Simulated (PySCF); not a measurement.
# Thiohydroxylamine (H₃SN): NMR shifts, electronic excitations and K edges in gas and solvents, part 2 of 2

PySCF 2.14.0. Atoms count from 0.

### 6 Ultraviolet spectrum: CAM-B3LYP/def2-SVPD in acetone

The job: settings as JSON, then the geometry in Å.

```
{"job": {"kind": "uv", "xc": "CAM-B3LYP", "basis": "def2-SVPD", "solvent": "acetone", "nstates": 6, "ntriplets": 0}, "charge": 0, "multiplicity": 1}
N     -0.578965     0.173133     0.099690
S      0.924379    -0.443249    -0.447887
H     -1.220487    -0.584830     0.317963
H     -0.997363     0.776602    -0.603550
H      1.705285     0.086616     0.525557
```

With the program's defaults for keys left out, this is: TDDFT CAM-B3LYP/def2-SVPD, vertical, IEF-PCM acetone (non-equilibrium linear response), core orbitals frozen in the response.

The log of the run:

```text
coarse grid: 4552 points
cycle   1  E = -454.5063502877  dE =  2.627e-02  |g| = 2.061e-01  |ddm| = 2.239e+00
cycle   2  E = -454.5158009825  dE = -9.451e-03  |g| = 1.355e-01  |ddm| = 7.190e-01
cycle   3  E = -454.5192384154  dE = -3.437e-03  |g| = 4.729e-02  |ddm| = 1.676e-01
cycle   4  E = -454.5197314620  dE = -4.930e-04  |g| = 6.709e-03  |ddm| = 7.160e-02
cycle   5  E = -454.5197527347  dE = -2.127e-05  |g| = 2.253e-03  |ddm| = 2.151e-02
cycle   6  E = -454.5197548458  dE = -2.111e-06  |g| = 5.085e-04  |ddm| = 6.633e-03
final grid: 38856 points
cycle   7  E = -454.5594928893  dE = -6.549e-06  |g| = 1.957e-03  |ddm| = 8.335e-03
cycle   8  E = -454.5594926911  dE =  1.982e-07  |g| = 2.347e-03  |ddm| = 4.666e-03
cycle   9  E = -454.5594938448  dE = -1.154e-06  |g| = 1.091e-04  |ddm| = 2.467e-03
cycle  10  E = -454.5594938531  dE = -8.261e-09  |g| = 5.899e-05  |ddm| = 3.265e-04
cycle  11  E = -454.5594938545  dE = -1.400e-09  |g| = 1.083e-05  |ddm| = 1.151e-04
cycle  12  E = -454.5594938546  dE = -1.256e-10  |g| = 2.678e-06  |ddm| = 4.530e-05
converged SCF energy = -454.5594938546

Static polarisability (au): isotropic 43.209, principal 39.715 40.649 49.261

Singlet excitations
state   eV       nm        f      main configurations
  1   5.3728    230.8   0.00348   H->L 0.87, H->L+4 0.09
  2   6.0256    205.8   0.04348   H-1->L 0.95
  3   6.3398    195.6   0.06354   H->L+1 0.98
  4   7.0081    176.9   0.03121   H-1->L+1 0.93
  5   7.3988    167.6   0.03211   H->L+2 0.57, H->L+4 0.35
  6   7.8606    157.7   0.02947   H->L+3 0.96
```

Wall time 1.9 s (1 thread, shared host).

In short: HOMO -8.53 eV, LUMO 0.77 eV; lowest singlet 5.37 eV.

### 7 Ultraviolet spectrum: CAM-B3LYP/def2-SVPD in benzene

The job: settings as JSON, then the geometry in Å.

```
{"job": {"kind": "uv", "xc": "CAM-B3LYP", "basis": "def2-SVPD", "solvent": "benzene", "nstates": 6, "ntriplets": 0}, "charge": 0, "multiplicity": 1}
N     -0.578965     0.173133     0.099690
S      0.924379    -0.443249    -0.447887
H     -1.220487    -0.584830     0.317963
H     -0.997363     0.776602    -0.603550
H      1.705285     0.086616     0.525557
```

Method: TDDFT CAM-B3LYP/def2-SVPD, vertical, IEF-PCM benzene (non-equilibrium linear response), core orbitals frozen in the response.

The log of the run:

```text
coarse grid: 4552 points
cycle   1  E = -454.5016720826  dE =  3.084e-02  |g| = 2.124e-01  |ddm| = 2.239e+00
cycle   2  E = -454.5116750430  dE = -1.000e-02  |g| = 1.406e-01  |ddm| = 6.961e-01
cycle   3  E = -454.5153818435  dE = -3.707e-03  |g| = 4.841e-02  |ddm| = 1.782e-01
cycle   4  E = -454.5158968637  dE = -5.150e-04  |g| = 7.422e-03  |ddm| = 6.184e-02
cycle   5  E = -454.5159182275  dE = -2.136e-05  |g| = 2.376e-03  |ddm| = 1.691e-02
cycle   6  E = -454.5159203075  dE = -2.080e-06  |g| = 4.973e-04  |ddm| = 5.331e-03
final grid: 38856 points
cycle   7  E = -454.5556810983  dE = -6.460e-06  |g| = 1.958e-03  |ddm| = 8.433e-03
cycle   8  E = -454.5556808427  dE =  2.555e-07  |g| = 2.375e-03  |ddm| = 4.488e-03
cycle   9  E = -454.5556820306  dE = -1.188e-06  |g| = 1.094e-04  |ddm| = 2.313e-03
cycle  10  E = -454.5556820374  dE = -6.791e-09  |g| = 6.073e-05  |ddm| = 2.949e-04
cycle  11  E = -454.5556820387  dE = -1.338e-09  |g| = 9.939e-06  |ddm| = 1.009e-04
cycle  12  E = -454.5556820388  dE = -8.833e-11  |g| = 2.826e-06  |ddm| = 3.402e-05
converged SCF energy = -454.5556820388

Static polarisability (au): isotropic 36.949, principal 33.638 34.237 42.973

Singlet excitations
state   eV       nm        f      main configurations
  1   5.2894    234.4   0.00374   H->L 0.87, H->L+4 0.08
  2   5.9747    207.5   0.04132   H-1->L 0.95
  3   6.2760    197.6   0.05786   H->L+1 0.97
  4   6.9881    177.4   0.03316   H-1->L+1 0.93
  5   7.2502    171.0   0.03069   H->L+2 0.57, H->L+4 0.34
  6   7.7988    159.0   0.04591   H->L+3 0.97
```

Wall time 1.9 s (1 thread, shared host).

In short: HOMO -8.50 eV, LUMO 0.69 eV; lowest singlet 5.29 eV.

### 8 Core excitations: BHandHLYP/def2-SVPD+aug-pcX-1+pcseg-1

The job: settings as JSON, then the geometry in Å.

```
{"job": {"kind": "xas", "xc": "BHandHLYP", "basis": {"default": "aug-pcX-1", "H": "pcseg-1", "S": "def2-SVPD"}}, "charge": 0, "multiplicity": 1}
N     -0.578965     0.173133     0.099690
S      0.924379    -0.443249    -0.447887
H     -1.220487    -0.584830     0.317963
H     -0.997363     0.776602    -0.603550
H      1.705285     0.086616     0.525557
```

With the program's defaults for keys left out, this is: core-valence-separated TDA BHandHLYP/aug-pcX-1 H:pcseg-1 S:def2-SVPD, K edges, non-relativistic, gas phase.

The log of the run:

```text
coarse grid: 4552 points
cycle   1  E = -454.5174159483  dE =  4.103e-02  |g| = 2.070e-01  |ddm| = 2.008e+00
cycle   2  E = -454.5278672747  dE = -1.045e-02  |g| = 1.042e-01  |ddm| = 3.429e-01
cycle   3  E = -454.5297408370  dE = -1.874e-03  |g| = 4.155e-02  |ddm| = 1.197e-01
cycle   4  E = -454.5300788577  dE = -3.380e-04  |g| = 9.559e-03  |ddm| = 3.465e-02
cycle   5  E = -454.5301051212  dE = -2.626e-05  |g| = 2.427e-03  |ddm| = 1.388e-02
cycle   6  E = -454.5301069815  dE = -1.860e-06  |g| = 5.039e-04  |ddm| = 3.409e-03
final grid: 38856 points
cycle   7  E = -454.5582091826  dE = -9.439e-06  |g| = 1.738e-03  |ddm| = 7.553e-03
cycle   8  E = -454.5582091125  dE =  7.012e-08  |g| = 1.948e-03  |ddm| = 2.781e-03
cycle   9  E = -454.5582098700  dE = -7.575e-07  |g| = 1.204e-04  |ddm| = 1.433e-03
cycle  10  E = -454.5582098765  dE = -6.441e-09  |g| = 6.351e-05  |ddm| = 2.756e-04
cycle  11  E = -454.5582098779  dE = -1.387e-09  |g| = 1.182e-05  |ddm| = 9.505e-05
cycle  12  E = -454.5582098780  dE = -1.171e-10  |g| = 2.915e-06  |ddm| = 3.512e-05
converged SCF energy = -454.5582098780

N K edge
   eV          f      from atoms
  398.761   0.03410   N0
  400.162   0.03010   N0
  401.086   0.03844   N0
  401.784   0.00135   N0
  402.388   0.01348   N0
  403.174   0.00076   N0
  403.776   0.00322   N0
  403.793   0.00348   N0
```

Run time: 0.9 s. Hardware: 1 thread, shared host.

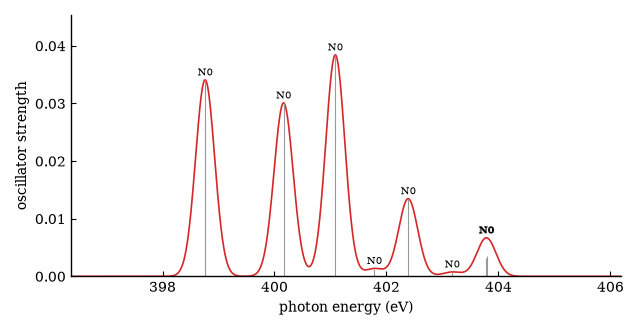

The N K edge. Lines are broadened to a width of 0.40 eV (Gaussian).

### 9 Run by run: NMR shifts

Shifts (ppm), means over like atoms, with basis size and wall time:

| run | H4 | H2 | N0 | S1 | functions | time |
| --- | --- | --- | --- | --- | --- | --- |
| PBE0/pcSseg-1 in acetone | 5.12 | 1.22 | -4.2 | 55 | 56 | 2 s |
| PBE0/pcSseg-1 in benzene | 4.96 | 1.00 | -3.6 | 66 | 56 | 1.1 s |

The continuum's effect on the ground state:

| solvent | ε | polarisation energy (Eh) | μ (D) |
| --- | --- | --- | --- |
| benzene | 2.27 | -0.0038 | 1.06 |
| acetone | 20.49 | -0.0083 | 1.15 |

### 10 Comparing the runs: electronic excitations

Excitations and ground-state properties, with basis size and wall time:

| run | lowest singlet (eV) | brightest (eV) | f | gap (eV) | α (Å³) | μ (D) | functions | time |
| --- | --- | --- | --- | --- | --- | --- | --- | --- |
| CAM-B3LYP/def2-SVPD | 5.25 | 6.25 | 0.039 | 9.09 | 4.80 | 1.04 | 71 | 2.2 s |
| CAM-B3LYP/def2-SVPD in acetone | 5.37 | 6.34 | 0.064 | 9.30 | 6.40 | 1.31 | 71 | 1.9 s |
| CAM-B3LYP/def2-SVPD in benzene | 5.29 | 6.28 | 0.058 | 9.19 | 5.48 | 1.16 | 71 | 1.9 s |

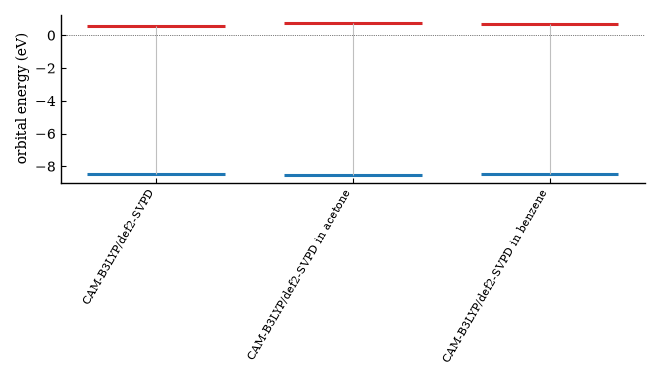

HOMO (blue) and LUMO (red) run by run.

The continuum's effect on the ground state:

| solvent | ε | polarisation energy (Eh) | μ (D) |
| --- | --- | --- | --- |
| benzene | 2.27 | -0.0036 | 1.16 |
| acetone | 20.49 | -0.0080 | 1.31 |

### 11 Summary of results

The summary covers parts 1 to 2.

| quantity | value |
| --- | --- |
| point group | Cs |
| rotational constants (main isotopes) | 146.38, 14.26, 13.99 GHz |
| 1H shifts against TMS (PBE0/pcSseg-1, acetone, means over atoms taken as alike) | 5.12, 1.22 ppm |
| 15N shifts against NH3 (PBE0/pcSseg-1, acetone) | -4.2 ppm |
| 33S shifts against CS2 (PBE0/pcSseg-1, acetone) | 55 ppm |
| lowest singlet (CAM-B3LYP/def2-SVPD) | 5.25 eV (236 nm), f = 0.003 |
| brightest single state of those computed | state 3, 6.25 eV, f = 0.039 |
| N K edge | first line 398.76 eV, strongest 401.09 eV (f = 0.038) |
| range of the shift of S1 | 55 to 66 ppm |
| range of the lowest singlet | 5.25 to 5.37 eV |

Over 4 steps the energy fell by 0.009 eV; of the close pairs, S1–H4 changed most, 1.339 to 1.356 Å. At PBE0/pcSseg-1: The largest span, 572 ppm, is at S1, where the paramagnetic term is -614 ppm. The lowest singlet, at 5.25 eV, is HOMO→LUMO 0.86 and is weak; of the 6 states computed, the strongest absorption comes from state 3 at 6.25 eV. The dipole moment, 1.04 D, compares with 0.96 D measured. At the N edge the strongest single line lifts a 1s electron of N0 into several orbitals, led by LUMO+3 (weight 0.55), 2.3 eV above the first line. Absolute edge energies from this method are off by several eV; spacings are better. Across the 2 runs the shift of S1 moves most, between 55 (PBE0/pcSseg-1 in acetone) and 66 ppm (PBE0/pcSseg-1 in benzene). The continuum holds electrostatics alone: no hydrogen bonds to the solvent, and the gas-phase geometry is kept. The lowest singlet runs from 5.25 eV (CAM-B3LYP/def2-SVPD) to 5.37 eV (CAM-B3LYP/def2-SVPD in acetone), while the orbital gap spans 9.09 to 9.30 eV. The lowest state need not be the same one in every run.
